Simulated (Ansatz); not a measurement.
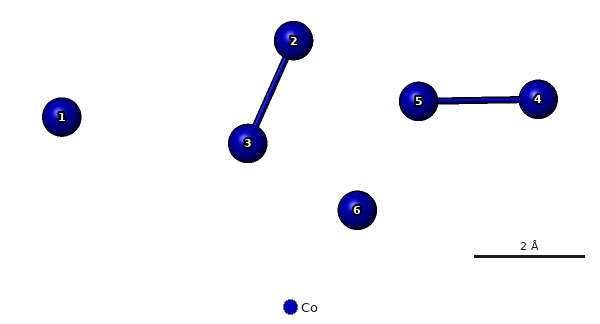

Figure 1. The starting structure (ball-and-stick view, seen on its broad side; atoms are numbered from 1 in the order of the input). Sticks mark near contacts.

Geometry relaxation, with input and output: Co6 (charge −1)

System: Co6, charge −1, multiplicity 12.
Method: UKS r2SCAN-D4/def2-SVPD (Ansatz 0.2.0).

The run did not end well. The geometry: GFN2-xTB start.

**Input**
```yaml
crystal:
  periodic: [false, false, false]
  atoms:
    - {symbol: Co, position_ang: [2.621490, 1.433950, 3.721890]}
    - {symbol: Co, position_ang: [-0.003370, -1.093380, 1.034940]}
    - {symbol: Co, position_ang: [0.759480, 0.818650, 0.842670]}
    - {symbol: Co, position_ang: [-1.785920, -1.713000, -3.162840]}
    - {symbol: Co, position_ang: [-1.122660, -0.818660, -1.260040]}
    - {symbol: Co, position_ang: [-0.469020, 1.372440, -1.176620]}
basis:
  gaussian: {orbitals: def2-SVPD}
total_charge: -1
magnetization: {spin_polarized: true, initial_magnetization: 11}
hamiltonian: {xc: r2scan, dispersion: d4}
scf: {lower_state_search: "off"}
output: {orbitals: {seedname: orbitals}}
relax: {f_tol: 0.02, max_steps: 100}
```

Machine: 4 threads of Arm Neoverse V2, 23 GiB of memory available, shared host.

Command:
```bash
ansatz run in.yaml --threads 4 --pin off --events-out ev --progress --plain --max-ram 4787MiB
```

**What the program printed**
```
Functional definition: r2SCAN
  name "r2SCAN"
  cite "Furness, Kaplan, Ning, Perdew & Sun, J. Phys. Chem. Lett. 11, 8208 (2020) doi:10.1021/acs.jpclett.0c02405"
  cite "Furness, Kaplan, Ning, Perdew & Sun, J. Phys. Chem. Lett. 11, 9248 (2020) doi:10.1021/acs.jpclett.0c03077"
  parent r2scan
  parameter k0 = 0.174
  parameter k1 = 0.065
  parameter a1 = 4.9479
  exchange = r2scan_x(k0 = k0, k1 = k1, a1 = a1)
  correlation = r2scan_c
these checks for a lower state are left out or cut short: stability, starts, cluster_reference, orbital_swaps, neighbouring_geometries, increment
2310 factors; their error is unknown
mean field evaluation 1: about -225630.9503 eV, gradient 1.5e2 eV
mean field evaluation 2: about -223749.7301 eV, gradient 4.5e2 eV
mean field evaluation 4: about -224262.0518 eV, gradient 3.8e2 eV
mean field evaluation 8: about -225719.3435 eV, gradient 2.9e1 eV
mean field evaluation 16: about -225727.7106 eV, gradient 1.2e0 eV
mean field evaluation 32: about -225728.0624 eV, gradient 5.6e-2 eV
a density is far from that of the atoms, so the factors are made again for it
2436 factors; integrals over basis functions are off by at most 9.5e-5 eV
mean field evaluation 64: about -225728.0671 eV, gradient 1.2e-5 eV
mean field -225728.06706326 eV, -8295.3534605958 hartree, gradient 9.0e-6 eV, S^2 37.011379; 0 other end points of the search recorded, 0 dependent functions left out
the calculation of the forces begins
reference -225728.06710350 eV, -8295.3534620743 hartree; 87, 76 occupied and 117, 128 virtual orbitals, 2436 factors
relax step   1: F+E_penalty+E_count = -225728.12781756 eV  Δ(F+E_penalty+E_count) = +0.000e0 eV  max|allowed force component| = 1.047e0 eV/Å  Δτ_max = 0.0000 Å  (796 SCF iters, accepted)
these checks for a lower state are left out or cut short: stability, starts, cluster_reference, orbital_swaps, neighbouring_geometries, increment
2310 factors; their error is unknown
a density is far from that of the atoms, so the factors are made again for it
2437 factors; integrals over basis functions are off by at most 9.8e-5 eV
mean field -225728.66081919 eV, -8295.3752807234 hartree, gradient 3.7e-6 eV, S^2 36.893659; 0 other end points of the search recorded, 0 dependent functions left out
the calculation of the forces begins
reference -225728.66085896 eV, -8295.3752821851 hartree; 87, 76 occupied and 117, 128 virtual orbitals, 2437 factors
relax step   2: F+E_penalty+E_count = -225728.72353147 eV  Δ(F+E_penalty+E_count) = -5.957e-1 eV  max|allowed force component| = 7.859e-1 eV/Å  Δτ_max = 0.1990 Å  (425 SCF iters, accepted)
these checks for a lower state are left out or cut short: stability, starts, cluster_reference, orbital_swaps, neighbouring_geometries, increment
2310 factors; their error is unknown
mean field evaluation 96: about -225729.0816 eV, gradient 5.2e-1 eV
```

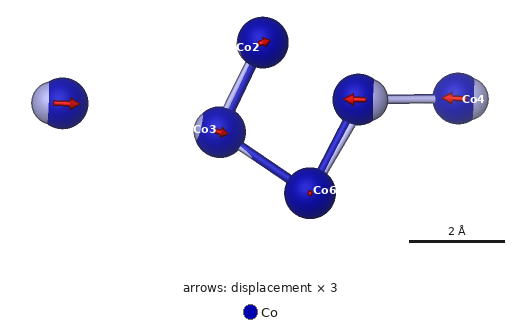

Figure 2. Start (faint) and end (solid) with the displacements as red arrows, magnified 3 times (ball-and-stick view, seen at a tilt). The two geometries are laid on each other by the best rigid fit. The run was cut off at its time limit before the relaxation converged, so the last structure is only a point on the way. The atom that moves furthest after the best rigid fit is Co1 (0.20 Å). Distances before and after: Co3–Co6 2.428 → 2.315 Å, Co5–Co6 2.288 → 2.232 Å, Co2–Co3 2.068 → 2.113 Å, Co4–Co5 2.205 → 2.188 Å. Among the angles that change: Co3–Co6–Co5 87.5° → 82.8°, Co4–Co5–Co6 120.4° → 117.6°, Co2–Co3–Co6 95.8° → 97.8°. After 1 geometry step the energy has fallen by 57.5 kJ/mol. The largest force component goes from 1 to 0.79 eV/Å. (Atoms are counted from 1 in the order of the input.)

```
Error: SIGTERM received: run cancelled behind 106 evaluations of the mean field
```

**Trajectory as extended XYZ (Å, eV, eV/Å), 2 frames, from step=1 to step=2**
```
6
Properties=species:S:1:pos:R:3:forces:R:3 step=1 energy=-225728.12782
Co    2.6215    1.4340    3.7219   -0.4957  -0.2206  -0.7345
Co   -0.0034   -1.0934    1.0349   -0.8306  -0.8001  -0.7630
Co    0.7595    0.8186    0.8427    0.1645   1.0469  -0.4987
Co   -1.7859   -1.7130   -3.1628    0.1969   0.1934   0.4355
Co   -1.1227   -0.8187   -1.2600    0.8096   0.6610   0.8872
Co   -0.4690    1.3724   -1.1766    0.1553  -0.8806   0.6735
6
Properties=species:S:1:pos:R:3:forces:R:3 step=2 energy=-225728.72353
Co    2.5193    1.3724    3.5626   -0.5253  -0.2296  -0.7859
Co   -0.0635   -1.1453    0.9839   -0.4441  -0.4801  -0.3550
Co    0.7213    0.8022    0.7509    0.1228   0.5289  -0.1936
Co   -1.6916   -1.6562   -3.0163    0.1462   0.1250   0.2855
Co   -1.0245   -0.7666   -1.1321    0.6144   0.5382   0.6884
Co   -0.4610    1.3935   -1.1490    0.0860  -0.4823   0.3605
```

**What the run reported**

```csv
quantity,value
outcome,stopped at the time limit
wall time,20 min (CPU time 79 min)
peak memory,1 GiB
```

**What went wrong**

The run was cut off by its time limit, so the output is incomplete.
